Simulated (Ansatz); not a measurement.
Pulling on the Ge1–H2 bond in GeH (multiplicity 2 held). Energies count from the point at 1.606 Å.


Restricted levels (R-, RO-) in cc, def2 and unpolarised 6-31G sets keep to the state of the molecule at rest. Unrestricted levels (U-) break spin symmetry where that is lower. Active spaces are followed from rest. Full CI gives the lowest state of the spin. Curves can end on different states.

Frozen-core correlation. Filled d and f shells under p-block atoms count as core.

The values were computed with Ansatz (a program for electronic structure). 

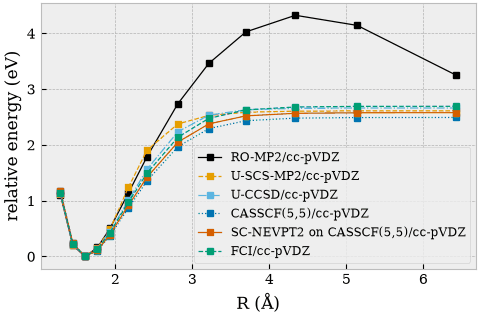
Figure. Relative energy along the coordinate

Order the other curves in the same basis by their non-parallelity to FCI/cc-pVDZ (largest less smallest deviation, whatever its cause), smallest first.

U-CCSD/cc-pVDZ (0.13 eV), SC-NEVPT2 on CASSCF(5,5)/cc-pVDZ (0.14 eV), CASSCF(5,5)/cc-pVDZ (0.24 eV), U-SCS-MP2/cc-pVDZ (0.49 eV), RO-MP2/cc-pVDZ (1.68 eV)

Doubts at one or more of the structures used: a restricted determinant that unrestricted orbitals would lower (RO-MP2/cc-pVDZ); a spin-contaminated determinant (U-SCS-MP2/cc-pVDZ, U-CCSD/cc-pVDZ); T1 above 0.05 (U-CCSD/cc-pVDZ).
